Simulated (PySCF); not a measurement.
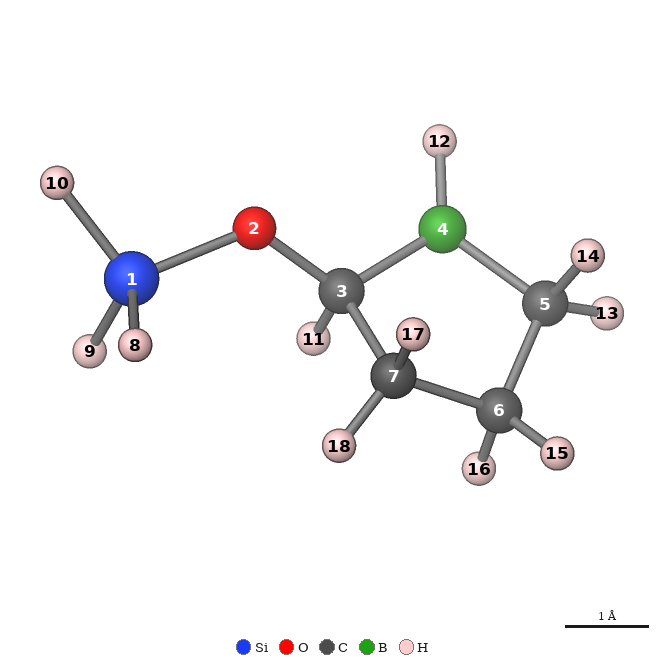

Orthographic view. Distant atoms are faded towards the background colour. The geometry was computed by an optimisation with PBE0-D3(BJ)/def2-SVP. No frequency run is at hand to confirm it as a minimum.

Write a MOL file (V2000) with the atoms in numerical order, bonds sorted by atom number with the orders drawn, and coordinates in the frame of the picture: x right, y up, z towards the viewer, origin at the mean position.

```
C4H11BOSi
                    3D

 18 18  0  0  0  0  0  0  0  0999 V2000
   -2.8700    0.4900    0.6300 Si  0  0  0  0  0  4  0  0  0  0  0  0
   -1.3800    1.1100    0.2200 O   0  0  0  0  0  0  0  0  0  0  0  0
   -0.3200    0.3400   -0.2900 C   0  0  1  0  0  0  0  0  0  0  0  0
    0.9000    1.0900   -0.9300 B   0  0  0  0  0  0  0  0  0  0  0  0
    2.1500    0.1900   -0.6700 C   0  0  0  0  0  0  0  0  0  0  0  0
    1.5900   -1.1100   -0.0600 C   0  0  0  0  0  0  0  0  0  0  0  0
    0.3100   -0.6900    0.6500 C   0  0  0  0  0  0  0  0  0  0  0  0
   -2.8300   -0.3100    1.8900 H   0  0  0  0  0  0  0  0  0  0  0  0
   -3.3800   -0.3900   -0.4700 H   0  0  0  0  0  0  0  0  0  0  0  0
   -3.7800    1.6600    0.8200 H   0  0  0  0  0  0  0  0  0  0  0  0
   -0.6600   -0.2400   -1.2000 H   0  0  0  0  0  0  0  0  0  0  0  0
    0.8700    2.1600   -1.4900 H   0  0  0  0  0  0  0  0  0  0  0  0
    2.9000    0.0700   -1.4600 H   0  0  0  0  0  0  0  0  0  0  0  0
    2.6700    0.7700    0.1300 H   0  0  0  0  0  0  0  0  0  0  0  0
    2.3000   -1.6300    0.6000 H   0  0  0  0  0  0  0  0  0  0  0  0
    1.3500   -1.8100   -0.8700 H   0  0  0  0  0  0  0  0  0  0  0  0
    0.5500   -0.1800    1.6100 H   0  0  0  0  0  0  0  0  0  0  0  0
   -0.3500   -1.5400    0.8900 H   0  0  0  0  0  0  0  0  0  0  0  0
  1  2  1  0
  1  8  1  0
  1  9  1  0
  1 10  1  0
  2  3  1  0
  3  4  1  0
  3  7  1  0
  3 11  1  0
  4  5  1  0
  4 12  1  0
  5  6  1  0
  5 13  1  0
  5 14  1  0
  6  7  1  0
  6 15  1  0
  6 16  1  0
  7 17  1  0
  7 18  1  0
M  END
```
